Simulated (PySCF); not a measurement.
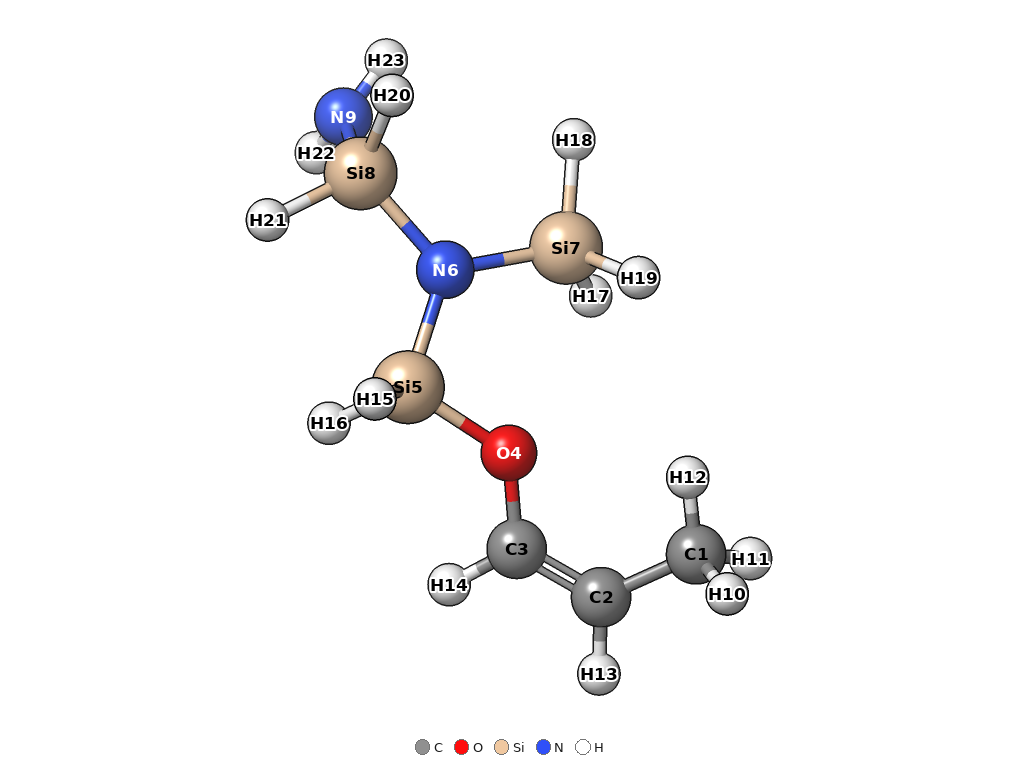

Atoms carry their numbers in the input. Computed geometry: PBE0-D3(BJ)/def2-SVP optimisation. No frequency run is at hand to confirm it as a minimum.

Question: What is the geometry at N6?

Answer: N6 has 3 neighbours (Si5 at 1.73, Si7 at 1.76, Si8 at 1.76 Å); the arrangement is trigonal planar.

Question: How are the neighbours of atom 3 arranged?

Answer: C3 has 3 neighbours (C2 at 1.34, O4 at 1.36, H14 at 1.10 Å); the arrangement is trigonal planar.

Question: Describe the coordination of atom 7.

Answer: Si7 has 4 neighbours (N6 at 1.76, H17 at 1.49, H18 at 1.50, H19 at 1.49 Å); the arrangement is tetrahedral.

Question: What is the geometry at Si8?

Answer: Si8 has 4 neighbours (N6 at 1.76, N9 at 1.72, H20 at 1.49, H21 at 1.50 Å); the arrangement is tetrahedral.

Question: What is the dihedral angle Si7–N6–Si8–N9?

Answer: 58° in size, that is gauche.
